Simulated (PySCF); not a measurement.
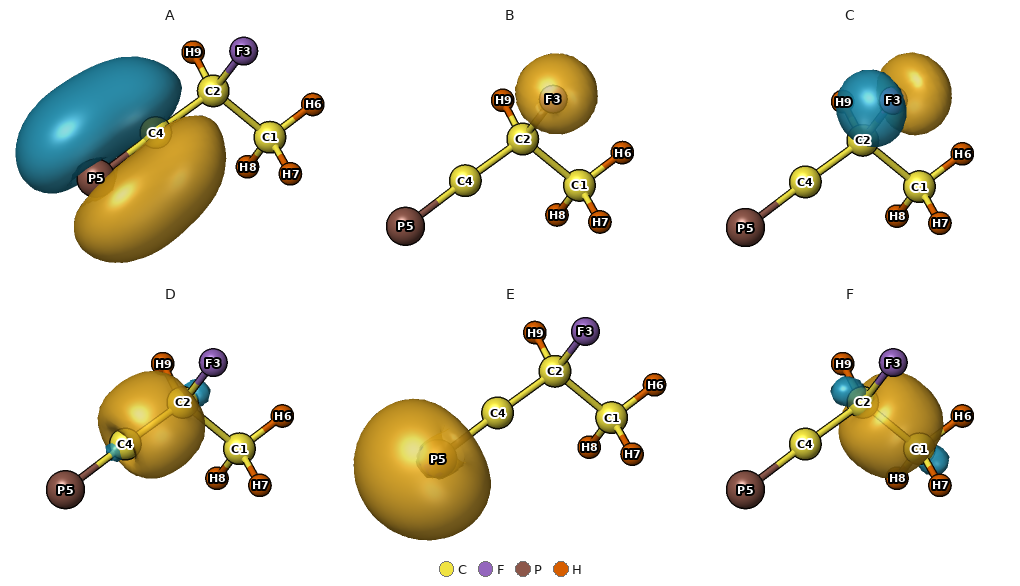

C3H4FP, SMILES `CC(F)C#P`. Pipek–Mezey orbitals, occupied; each surface holds about 85 % of the orbital's density. Energies are diagonal elements of the Fock matrix.

Method: ωB97X/6-31+G*; geometry: GFN2-xTB; program: PySCF. No frequency check shows the geometry to be a minimum. GFN2-xTB bond lengths at metals and heavier atoms can be off by up to 0.1 Å and shapes distorted, which carries into these values.

Cartesian coordinates (Å):

```
C1       1.6073   -1.1368    0.1549
C2       0.8946    0.0940   -0.3994
F3       1.4079    1.2282    0.2251
C4      -0.5361    0.0200   -0.1916
P5      -2.0612   -0.0566    0.0795
H6       2.6799   -1.0369    0.0072
H7       1.4035   -1.2309    1.2193
H8       1.2518   -2.0265   -0.3578
H9       1.1180    0.2265   -1.4704
```

Q: What does each orbital represent in a Lewis picture?

A: By panel:
- A: π bond P5–C4 (P5 52 %, C4 47 %; −10.6 eV)
- B: lone pair on F3 (s-type) (F3 100 %; −27.9 eV)
- C: lone pair on F3 (p-type) (F3 98 %; −14.4 eV)
- D: σ bond C4–C2 (C4 52 %, C2 48 %; −20.6 eV)
- E: lone pair on P5 (s-type) (P5 100 %; −15.3 eV)
- F: σ bond C2–C1 (C2 51 %, C1 48 %; −18.3 eV)
